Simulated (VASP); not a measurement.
Band structure of ZnHgSe2 (space group R3m). Calculation: LDA (Ceperley-Alder, Perdew-Zunger), VASP's LDA PAW potentials (set 64) (plane waves; VASP 6.6.1).

Unless said otherwise, spin-orbit coupling is left out, though it shifts the bands of the heavy elements here.

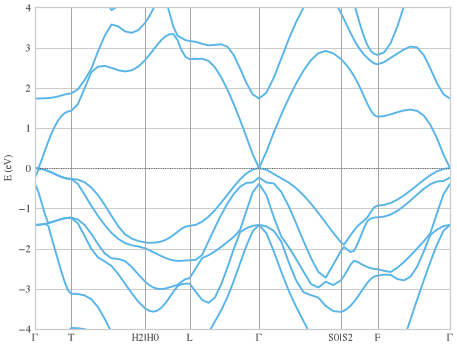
Bands along high-symmetry lines, zero at the valence-band maximum or, without a gap, the Fermi level

Task: Read the plot: is there a gap, and where are the band edges?

Result: It has no gap at this level: it comes out as a metal or semimetal. (Edges off the drawn lines would not show.)

The structure comes from a computed database's ZnHgSe2 entry (R3m); how it stands against other phases isn't given here. It was relaxed first, which changed the volume by -9 %.
